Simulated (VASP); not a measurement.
Band structure of ScAl2 (space group Fd-3m). Calculation: LDA (Ceperley-Alder, Perdew-Zunger), VASP's LDA PAW potentials (set 64) (plane waves; VASP 6.6.1).

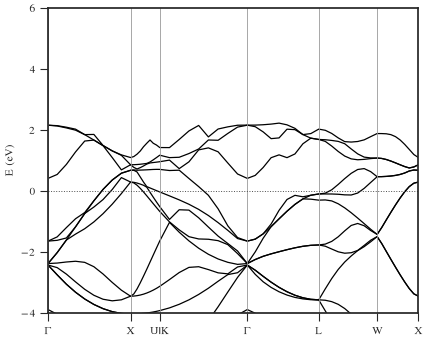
Fig. 1. Bands along high-symmetry lines, zero at the valence-band maximum or, without a gap, the Fermi level

Problem. Read the plot: is there a gap, and where are the band edges?

Solution. It has no gap at this level: it comes out as a metal or semimetal.

The structure comes from a computed database's ScAl2 entry (Fd-3m); how it stands against other phases isn't given here. The cell was not relaxed at this level.
